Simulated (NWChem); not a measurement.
# One shape, several levels: triplet CHN

Wanted: a comparison of 5 runs (UHF/STO-3G, UHF/3-21G, UB3LYP/6-31G*, UCR-CCSD(T)/cc-pVTZ) of triplet CHN. 

Program for the calculation: NWChem 7.3.0.

2 further runs of the same task are left out: 2 set aside as unsound or not needed.

## Step 1: The structure to begin with

The species is CHN (3 atoms), meant as a triplet with charge 0. SMILES of the parent species: `C#N`. Geometry: relaxed at PBE0-D4/def2-TZVP. That shape belongs to the parent species and isn't relaxed for this state.

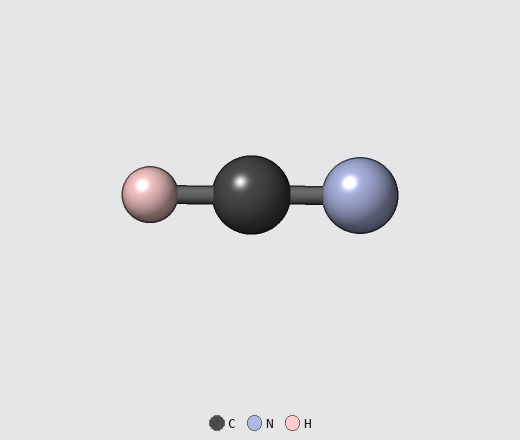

The structure, seen from a chosen angle (carbon dark grey, nitrogen light blue, hydrogen pink).

## Step 2: The energy at UHF/STO-3G (run 1)

Input file calc.nw:

```
start calc
memory total 2200 mb

geometry units angstroms noautosym nocenter noautoz
  C    -0.005600   -0.024400   -0.005600
  N     0.252000    1.061000    0.255200
  H    -0.246400   -1.036600   -0.249500
end

basis spherical bse
  * library STO-3G
end

scf
  triplet
  uhf
  thresh 1e-08
  maxiter 80
end

task scf energy
```

Run with:

```
$ nwchem calc.nw > calc.out
```

Output:

```text
[...]
  functions       =    11
[...]
  wavefunction    = UHF
[...]
         Total SCF energy =    -91.435453499459
      One electron energy =   -171.662877720237
      Two electron energy =     56.183253905153
 Nuclear repulsion energy =     24.044170315625
                       Sz =      1.0000
                 Sz(Sz+1) =      2.0000
                      S^2 =      2.0139
[...]
```

It took 0.63 s on 1 thread of AMD EPYC 9R45 (Zen 5), shared host; peak memory 0.1 GiB.

## Step 3: A single-point energy at UHF/3-21G (run 2)

Input file sp.nw:

```
start sp
title "CHN"
memory 2200 mb

geometry units atomic noautosym nocenter noautoz
  C   -0.01058247  -0.04610932  -0.01058247
  N    0.47621098   2.00499942   0.48225811
  H   -0.46562852  -1.95889010  -0.47148667
end

basis spherical bse
  * library 3-21G
end

scf
  nopen 2
  uhf
  thresh 1e-08
  maxiter 80
end

task scf energy
```

Run with:

```
$ nwchem sp.nw > sp.out
```

Output:

```text
[...]
  functions       =    20
[...]
  wavefunction    = UHF
[...]
         Total SCF energy =    -92.135926757482
      One electron energy =   -171.722579750126
      Two electron energy =     55.542484454285
 Nuclear repulsion energy =     24.044168538358
                       Sz =      1.0000
                 Sz(Sz+1) =      2.0000
                      S^2 =      2.0115
[...]
```

Run time: 0.69 s. Hardware: 1 thread of AMD EPYC 9R45 (Zen 5), shared host; peak memory 0.1 GiB.

Runs 3 to 4 aren't shown in full; the table further down has their settings and results.

## Step 4: A single-point energy at UCR-CCSD(T)/cc-pVTZ (run 5)

Input file run.py:

```python
from ase import Atoms
from ase.calculators.nwchem import NWChem

system = Atoms(['C', 'N', 'H'], positions=[
    [-0.005600, -0.024400, -0.005600],
    [0.252000, 1.061000, 0.255200],
    [-0.246400, -1.036600, -0.249500],
])

calc = NWChem(
    label='input',
    theory='tce',
    memory='2200 mb',
    basis='cc-pVTZ',
    basispar='spherical bse',
    scf={'nopen': '2', 'uhf': None, 'thresh': '1e-08', 'maxiter': '80'},
    tce={'scf': None, 'cr-ccsd(t)': None, 'freeze': 'core 2', 'maxiter': '60'},
    task='energy',
)
system.calc = calc

print("Total energy (eV):", round(system.get_potential_energy(), 6))
```

Run with:

```
$ export ASE_NWCHEM_COMMAND="nwchem PREFIX.nwi > PREFIX.nwo"
$ python run.py
```

Output:

```text
Total energy (eV): -2531.100653
```

The calculator wrote input.nwi:

```
title "input"

permanent_dir input

scratch_dir input

start input

geometry units angstrom nocenter noautosym noautoz
  C  -5.5999999999999999e-03 -2.4400000000000002e-02 -5.5999999999999999e-03
  N  2.5200000000000000e-01 1.0609999999999999e+00 2.5519999999999998e-01
  H  -2.4640000000000001e-01 -1.0366000000000000e+00 -2.4950000000000000e-01
end

memory 2200 mb

basis spherical bse noprint
   * library cc-pVTZ
end

scf
  nopen 2
  uhf
  thresh 1e-08
  maxiter 80
end
tce
  scf
  cr-ccsd(t)
  freeze core 2
  maxiter 60
end

task tce energy
```

input.nwo:

```text
Northwest Computational Chemistry Package (NWChem) 7.3.0
             --------------------------------------------------------

           Job information
           ---------------

    nwchem branch   = 7.3.0
    use scalapack   = T
    input           = input.nwi
    prefix          = input.
    data base       = input/input.db
    status          = startup
    nproc           =        1

           Memory information
           ------------------

[... 5 lines left out ...]
    hardfail = no
[... 117 lines left out ...]
 Convergence threshold     :          1.000E-08
[... 17 lines left out ...]
      One electron energy =   -172.482774143595
[... 32 lines left out ...]
          Final beta eigenvalues
[... 520 lines left out ...]
 CCSD total energy / hartree       =       -93.005159338697666
[... 1 line left out ...]
 Singles contributions

 Doubles contributions
    10a   (alpha)     7a   (beta ) ---     8a   (alpha)     6a   (beta )       -0.1376377281
 CR-CCSD(T)

 CR-CCSD[T]  correction energy / hartree =        -0.011296188796996
 CR-CCSD[T] correlation energy / hartree =        -0.310250368529634
 CR-CCSD[T] total energy / hartree       =       -93.016455527494657
 CR-CCSD(T)  correction energy / hartree =        -0.011074767928904
 CR-CCSD(T) correlation energy / hartree =        -0.310028947661542
 CR-CCSD(T) total energy / hartree       =       -93.016234106626570

 Task  times  cpu:       37.1s     wall:       37.1s
 Total times  cpu:       37.1s     wall:       37.1s
```

Wall time 38 s (1 thread of AMD EPYC 9R45 (Zen 5), shared host); peak memory 1 GiB.

## Step 5: The series

| run | level | iteration cap | module | energy (Eh) | dipole moment (D) | HOMO energy (eV) | LUMO energy (eV) | wall time |
| --- | --- | --- | --- | --- | --- | --- | --- | --- |
| 1 | UHF/STO-3G | 80 | scf | -91.435453 | 2.24 | -5.57 | 3.07 | 0.63 s |
| 2 | UHF/3-21G | 80 | scf | -92.135927 | 2.66 | -7.35 | 0.01 | 0.69 s |
| 3 | UB3LYP/6-31G* (spherical functions) | 100 | dft | -93.167394 | 2.46 | -3.09 | – | 3.3 s |
| 4 | UB3LYP/6-31G* (Cartesian functions) | 100 | dft | -93.170068 | 2.46 | -3.10 | – | 3.6 s |
| 5 | UCR-CCSD(T)/cc-pVTZ | 80 | tce | -93.016234 | – | -7.56 | -0.22 | 38 s |

## Step 6: Summary of results

| quantity | value |
| --- | --- |
| run 5: total energy | -93.01623 Eh |
| run 5: HOMO energy (Hartree–Fock orbitals) (highest over α and β) | -7.56 eV |
| run 5: LUMO energy (Hartree–Fock orbitals) (lowest over α and β) | -0.22 eV |
| run 5: correlation energy (2 core orbitals frozen) | -310.0 mEh |
| run 5: ⟨S²⟩ of the reference determinant | 2.018 |

In words: Over runs 1, 2, 3, 4 the dipole moment (its size) runs from 2.24 D (UHF/STO-3G) to 2.66 D (UHF/3-21G). In run 1 the basis is minimal, so the values are rough. All runs together took 46 s, the longest 38 s.
